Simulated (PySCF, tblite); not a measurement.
# C₅H₅F: dynamics, then NMR shifts on frames

Aim: move C₅H₅F (`CC(F)=C1C=C1`) away from its starting geometry and see how NMR shifts follow the geometry.

Programs: tblite 0.8.0 and PySCF 2.14.0, with density-fitted response routines of our own. Each step states its level of theory. These are calculated values for one molecule in the gas phase, unless marked as measured. Atoms are numbered from 0 throughout.

## Step 1: The starting structure

11 atoms, charge 0, multiplicity 1; geometry from: GFN2-xTB.

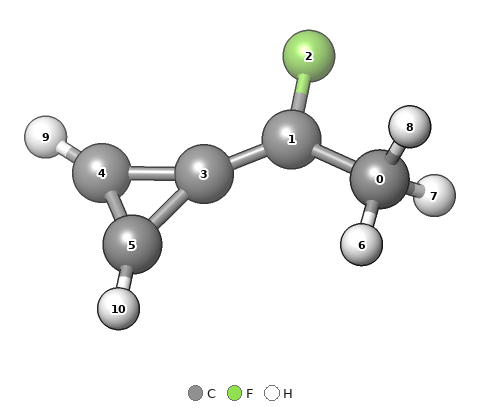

The starting geometry (carbon grey, fluorine green, hydrogen white), atoms numbered.

## Step 2: Thermal motion with GFN2-xTB

Job settings and geometry (Å):

```
{"job": {"kind": "md", "xc": "GFN2-xTB", "basis": "xTB", "temperature": 400, "steps": 2000, "every": 50, "frames": 5}, "charge": 0, "multiplicity": 1}
C     -1.759425     0.318312     0.192535
C     -0.567474    -0.572306     0.067210
F     -0.884193    -1.912799     0.114927
C      0.685030    -0.225944    -0.076229
C      2.106621    -0.509110    -0.234585
C      1.747444     0.758716    -0.205078
H     -1.447521     1.357004     0.147831
H     -2.464255     0.118358    -0.614338
H     -2.269137     0.134718     1.138259
H      2.859215    -1.254184    -0.313918
H      1.999119     1.789906    -0.242577
```

Method: GFN2-xTB Langevin dynamics, gas phase.

Launch:

```sh
$ OMP_NUM_THREADS=1 python probes_run.py task.json out
```

One launch serves the whole session: the jobs run in the order shown.

Standard output:

```text
t/fs     T/K      E/eV
    0.0   350.9   -485.86577
   25.0   208.4   -485.46818
   50.0   308.2   -485.46659
   75.0   278.6   -485.49759
  100.0   385.7   -485.43159
  125.0   347.6   -485.35236
  150.0   450.8   -485.33925
  175.0   454.5   -485.41610
  200.0   428.5   -485.47361
  225.0   581.0   -485.42805
  250.0   330.9   -485.30897
  275.0   401.7   -485.50309
  300.0   330.2   -485.53565
  325.0   264.5   -485.39418
  350.0   364.1   -485.50467
  375.0   369.3   -485.38138
  400.0   406.7   -485.54797
  425.0   329.3   -485.26249
  450.0   539.8   -485.52463
  475.0   512.4   -485.29176
  500.0   518.3   -485.31824
  525.0   495.0   -485.34477
  550.0   501.8   -485.39419
  575.0   527.2   -485.21110
  600.0   453.5   -485.26557
  625.0   493.0   -485.29697
  650.0   520.1   -485.42026
  675.0   301.5   -485.12704
  700.0   416.2   -485.47412
  725.0   278.4   -485.32607
  750.0   357.7   -485.55555
  775.0   271.3   -485.56831
  800.0   356.7   -485.52473
  825.0   330.7   -485.29836
  850.0   251.4   -485.19830
  875.0   632.1   -485.55159
  900.0   223.7   -485.32003
  925.0   351.9   -485.51967
  950.0   350.4   -485.49578
  975.0   448.6   -485.45267
 1000.0   432.2   -485.58388
```

Wall time 11 s (1 thread of Arm Neoverse N1, shared host); peak memory 0.18 GiB.

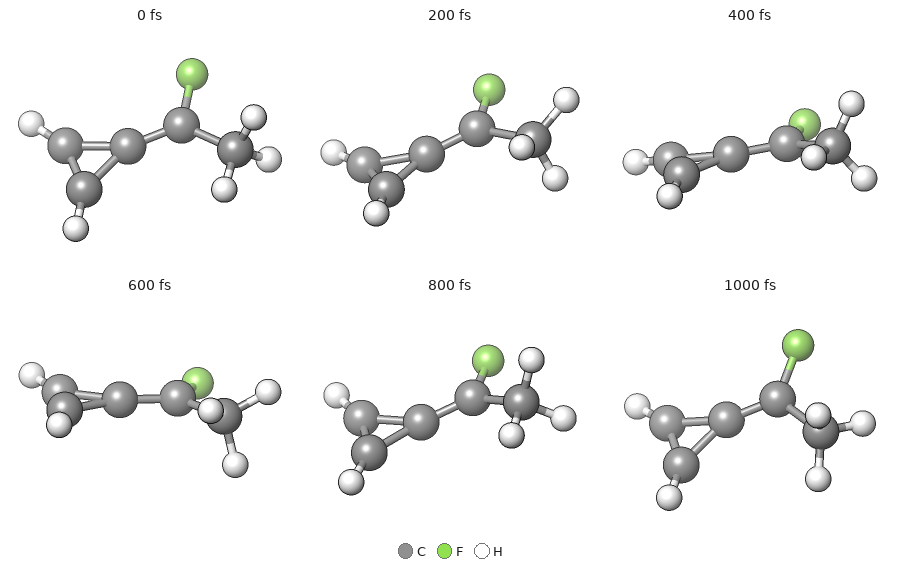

Frames of the run.

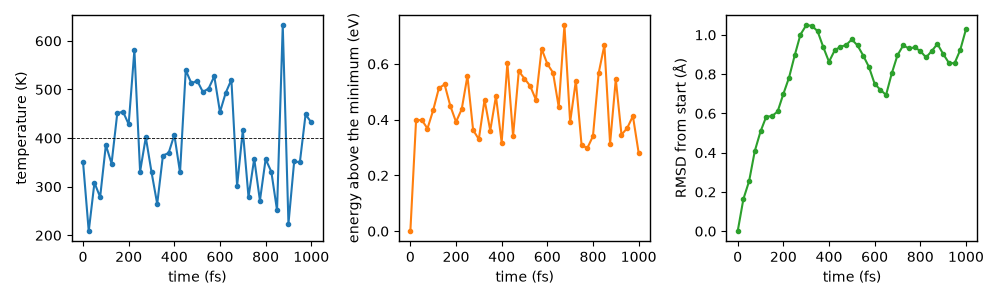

Temperature, potential energy and distance from the start.

Positions (Å) and forces (eV/Å) at 1000 fs:

```xyz
11

C    -1.729   -0.309   -0.061    0.350   -0.475   -0.051
C    -0.782   -1.461   -0.285   -1.237   -0.258    0.268
F    -1.335   -2.747   -0.081    0.396    1.163   -0.300
C     0.429   -1.302   -0.692    1.947    0.235   -0.582
C     1.792   -1.639   -1.105   -0.922    0.934    0.347
C     1.534   -0.355   -0.954   -0.403    0.042    0.607
H    -2.672   -0.648   -0.391   -1.365   -0.497    0.114
H    -1.739   -0.035    0.981   -0.190    0.154    0.319
H    -1.569    0.565   -0.679    0.765    0.047    0.002
H     2.465   -2.370   -1.382    0.745   -0.939   -0.272
H     1.844    0.654   -0.749   -0.086   -0.406   -0.452
```

## Step 3: Shielding tensors: 250 fs, PBE0/pcSseg-1

Job settings and geometry (Å):

```
{"job": {"kind": "nmr", "xc": "PBE0", "basis": "pcSseg-1", "pop": false}, "charge": 0, "multiplicity": 1}
C     -2.080700    -0.515800     0.511300
C     -0.869300    -1.113600    -0.032400
F     -1.078000    -2.343600    -0.632200
C      0.316400    -0.652500     0.099200
C      1.732200    -0.822200    -0.126300
C      1.317200     0.378800     0.235200
H     -2.888700    -0.347100    -0.204100
H     -2.397200    -1.176600     1.261000
H     -1.771200     0.503500     1.018600
H      2.741600    -1.213100    -0.266100
H      1.442500     1.353700     0.568100
```

With the program's defaults for keys left out, this is: GIAO PBE0/pcSseg-1 NMR shielding, non-relativistic, gas phase.

Standard output:

```text
coarse grid: 9616 points
cycle   1  E = -292.7792343320  dE =  1.083e+00  |g| = 4.719e-01  |ddm| = 3.069e+00
cycle   2  E = -292.7702610165  dE =  8.973e-03  |g| = 5.799e-01  |ddm| = 1.165e+00
cycle   3  E = -292.8255032928  dE = -5.524e-02  |g| = 7.069e-02  |ddm| = 6.528e-01
cycle   4  E = -292.8262218681  dE = -7.186e-04  |g| = 3.168e-02  |ddm| = 9.056e-02
cycle   5  E = -292.8264299184  dE = -2.081e-04  |g| = 7.023e-03  |ddm| = 3.658e-02
cycle   6  E = -292.8264387781  dE = -8.860e-06  |g| = 3.196e-03  |ddm| = 8.159e-03
cycle   7  E = -292.8264410034  dE = -2.225e-06  |g| = 8.497e-04  |ddm| = 3.067e-03
final grid: 94504 points
cycle   8  E = -292.8697613211  dE = -2.601e-05  |g| = 6.816e-03  |ddm| = 3.072e-02
cycle   9  E = -292.8697554557  dE =  5.865e-06  |g| = 9.138e-03  |ddm| = 1.555e-02
cycle  10  E = -292.8697720600  dE = -1.660e-05  |g| = 1.202e-03  |ddm| = 8.761e-03
cycle  11  E = -292.8697723259  dE = -2.659e-07  |g| = 1.894e-04  |ddm| = 1.125e-03
cycle  12  E = -292.8697723304  dE = -4.499e-09  |g| = 1.328e-04  |ddm| = 2.941e-04
cycle  13  E = -292.8697723344  dE = -4.076e-09  |g| = 2.014e-05  |ddm| = 1.236e-04
cycle  14  E = -292.8697723345  dE = -8.481e-11  |g| = 6.767e-06  |ddm| = 2.449e-05
converged SCF energy = -292.8697723345

GIAO shielding tensors (ppm)
atom      isotropic    diamagn.    paramagn.     s11        s22        s33       span
  0 C      163.422     251.023     -87.601    145.462    164.714    180.090     34.628
  1 C       52.443     248.475    -196.032      7.637     68.867     80.826     73.189
  2 F      331.253     475.237    -143.984    285.194    343.250    365.314     80.120
  3 C       92.005     254.467    -162.462      8.259     64.399    203.359    195.100
  4 C       44.748     255.721    -210.973   -104.742     44.782    194.203    298.945
  5 C       50.076     252.541    -202.465   -100.147     55.437    194.937    295.084
  6 H       29.211      28.661       0.550     25.687     26.768     35.180      9.493
  7 H       29.924      29.301       0.624     25.821     28.612     35.339      9.518
  8 H       27.832      28.725      -0.893     23.618     27.260     32.619      9.002
  9 H       22.407      30.819      -8.413     18.504     23.778     24.938      6.434
 10 H       24.098      32.393      -8.295     20.098     25.223     26.972      6.874
```

It took 12 s on 1 thread of Arm Neoverse N1, shared host; peak memory 0.6 GiB.

Shifts follow as δ = σ(reference) − σ, with reference shieldings (ppm) from runs at the same level and on the same kind of geometry: 1H TMS 31.72, 13C TMS 186.9, 19F CFCl3 170.9. The references are single molecules in the gas phase, so shifts against H2O, NH3, PH3, H3PO4 or CFCl3 are not on the usual liquid scales and can be off by tens of ppm. Each atom is listed at this fixed geometry, with no averaging over motion; a spectrum would average atoms that exchange fast.

| atoms | environment | σ (ppm) | δ (ppm) |
| --- | --- | --- | --- |
| C4 | alkene CH | 44.7 | 142.2 |
| C5 | alkene CH | 50.1 | 136.8 |
| C1 | fully substituted alkene carbon | 52.4 | 134.5 |
| C3 | fully substituted alkene carbon | 92.0 | 94.9 |
| C0 | allylic methyl carbon | 163.4 | 23.5 |
| H9 | hydrogen on an alkene CH | 22.41 | 9.31 |
| H10 | hydrogen on an alkene CH | 24.10 | 7.62 |
| H8 | hydrogen on an allylic methyl carbon | 27.83 | 3.88 |
| H6 | hydrogen on an allylic methyl carbon | 29.21 | 2.51 |
| H7 | hydrogen on an allylic methyl carbon | 29.92 | 1.79 |
| F2 | vinylic fluorine | 331.3 | -160.3 |

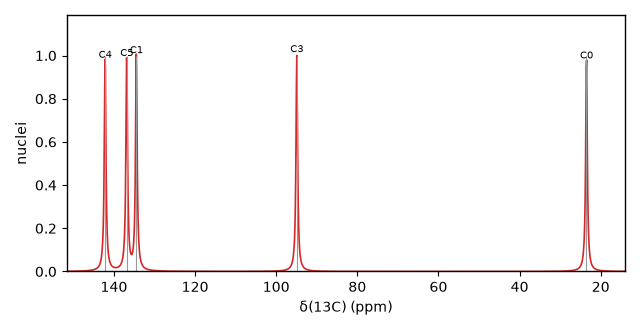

13C lines at the computed shifts, without couplings. Lines are broadened to a width of 0.47 ppm (Lorentzian).

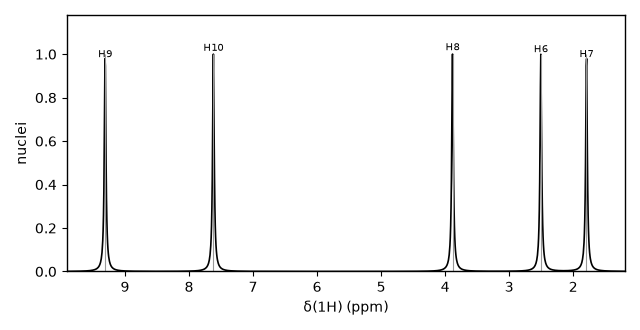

1H lines at the computed shifts, without couplings. Lines are broadened to a width of 0.03 ppm (Lorentzian).

Ring of atoms C3, C4, C5: NICS(0) -25.0, NICS(1) -6.9, NICS(1)zz -10.1 ppm (means of both faces).

In rings of three or four atoms NICS is ruled by the nearby σ bonds, so it says little on aromaticity.

## Step 4: NMR shieldings: 425 fs, PBE0/pcSseg-1

Job settings and geometry (Å):

```
{"job": {"kind": "nmr", "xc": "PBE0", "basis": "pcSseg-1", "pop": false}, "charge": 0, "multiplicity": 1}
C     -1.743800    -0.731700     0.753600
C     -0.654400    -1.451200    -0.073300
F     -1.320400    -2.508000    -0.755200
C      0.639600    -1.388300     0.046200
C      2.065800    -1.447900    -0.167200
C      1.775000    -0.560400     0.755000
H     -2.420000    -0.165800     0.081500
H     -2.367500    -1.483200     1.431100
H     -1.222300    -0.048800     1.482800
H      2.815000    -2.038500    -0.677300
H      2.013500     0.079300     1.553300
```

Method: GIAO PBE0/pcSseg-1 NMR shielding, non-relativistic, gas phase.

Standard output:

```text
coarse grid: 9616 points
cycle   1  E = -292.7744538917  dE =  7.534e-01  |g| = 4.786e-01  |ddm| = 2.993e+00
cycle   2  E = -292.7456017544  dE =  2.885e-02  |g| = 6.829e-01  |ddm| = 1.183e+00
cycle   3  E = -292.8200982372  dE = -7.450e-02  |g| = 7.818e-02  |ddm| = 7.053e-01
cycle   4  E = -292.8210954607  dE = -9.972e-04  |g| = 3.958e-02  |ddm| = 1.059e-01
cycle   5  E = -292.8214493596  dE = -3.539e-04  |g| = 1.162e-02  |ddm| = 4.198e-02
cycle   6  E = -292.8214785478  dE = -2.919e-05  |g| = 4.351e-03  |ddm| = 1.226e-02
cycle   7  E = -292.8214828393  dE = -4.292e-06  |g| = 1.085e-03  |ddm| = 4.840e-03
final grid: 94504 points
cycle   8  E = -292.8659886116  dE = -2.336e-05  |g| = 6.572e-03  |ddm| = 2.903e-02
cycle   9  E = -292.8659807799  dE =  7.832e-06  |g| = 9.508e-03  |ddm| = 1.599e-02
cycle  10  E = -292.8659987021  dE = -1.792e-05  |g| = 1.159e-03  |ddm| = 9.013e-03
cycle  11  E = -292.8659989635  dE = -2.614e-07  |g| = 2.336e-04  |ddm| = 1.060e-03
cycle  12  E = -292.8659989721  dE = -8.616e-09  |g| = 1.402e-04  |ddm| = 3.145e-04
cycle  13  E = -292.8659989766  dE = -4.540e-09  |g| = 2.441e-05  |ddm| = 1.307e-04
cycle  14  E = -292.8659989767  dE = -1.258e-10  |g| = 8.189e-06  |ddm| = 2.372e-05
converged SCF energy = -292.8659989767

GIAO shielding tensors (ppm)
atom      isotropic    diamagn.    paramagn.     s11        s22        s33       span
  0 C      151.235     250.023     -98.789    128.424    149.235    176.045     47.621
  1 C       43.733     247.087    -203.354      7.416     57.057     66.726     59.311
  2 F      292.931     474.860    -181.929    217.087    311.474    350.233    133.146
  3 C       87.734     252.283    -164.549     -6.386     49.134    220.454    226.840
  4 C       56.441     257.991    -201.550    -57.320     60.246    166.396    223.716
  5 C       46.308     252.473    -206.164    -82.721     29.500    192.146    274.867
  6 H       28.331      29.211      -0.879     25.169     26.493     33.332      8.163
  7 H       26.945      25.649       1.296     23.830     25.036     31.969      8.139
  8 H       28.913      30.879      -1.966     24.751     28.272     33.716      8.965
  9 H       23.833      31.652      -7.820     22.939     23.394     25.165      2.226
 10 H       23.161      32.044      -8.883     18.804     25.173     25.504      6.700
```

It took 12 s on 1 thread of Arm Neoverse N1, shared host; peak memory 0.6 GiB.

This run: δ C1 143.2, C5 140.6, C4 130.5, C3 99.2, H10 8.56, H9 7.88 ppm.

[end of part 1 of 2]
